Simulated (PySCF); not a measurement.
The calculation's input:

```
{"job": {"kind": "sp", "xc": "wB97X", "basis": "ma-def2-TZVP", "d3": "d3bj", "grid": 2}, "charge": 0, "multiplicity": 2}
C      1.344529     0.027313     0.240634
C     -0.106401     0.282257     0.003525
C     -1.026578    -0.862678    -0.259016
C     -0.598129     1.586265     0.016109
N     -1.011632     2.682804     0.027710
H      1.902913     0.951429     0.436845
H      1.483097    -0.653114     1.099017
H      1.797551    -0.473105    -0.633543
H     -2.064778    -0.537775    -0.403231
H     -0.707628    -1.417043    -1.159397
H     -0.999116    -1.581504     0.578630
```

Run with:

```sh
OMP_NUM_THREADS=1 python redox_run.py task.json out
```

Geometry: PBE0-D3(BJ)/ma-def2-SVP.

All numbers below come from PySCF 2.14.0, density-fitted response routines, DFT single point, gas phase, functional wB97X.

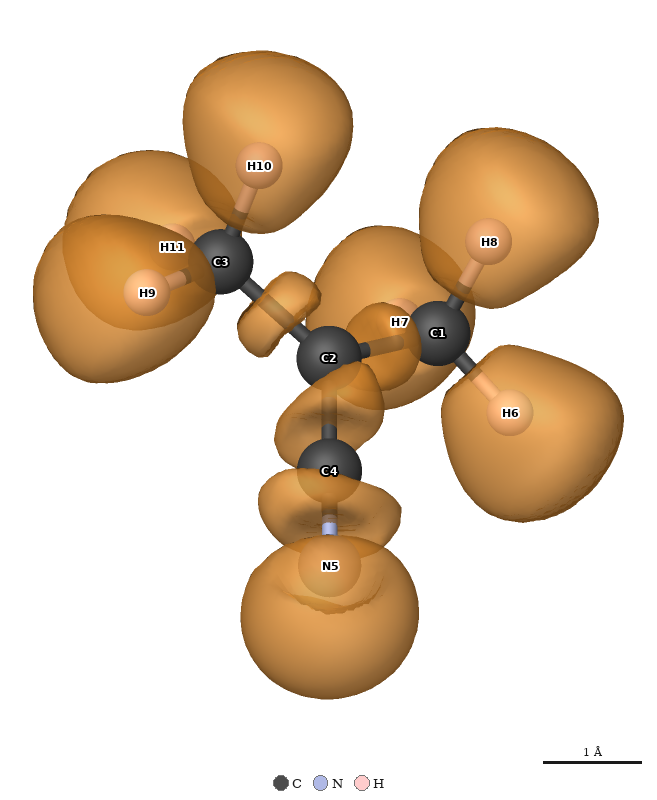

C4H6N (SMILES C[C](C)C#N) (doublet). Isosurface of the ELF at 0.8 (orange), seen at a tilt. Only the valence region is drawn (cores and ρ < 0.01 e/Å³ removed).

### Identify the bonds, lone pairs and shells in this picture.

The surface consists of three regions between bonded C–C atoms (shared pairs), one region between bonded C–N atoms (shared pairs), six regions around hydrogen nuclei and one lobe on N, pointing away from the bonds (non-bonding electrons). Along the contacts the grid gives the following. C–N (1.17 Å): the ELF peaks at about 0.90 between the atoms: a multiple bond. C–C (1.39 Å): the ELF peaks at about 0.95 between the atoms: a covalent bond.
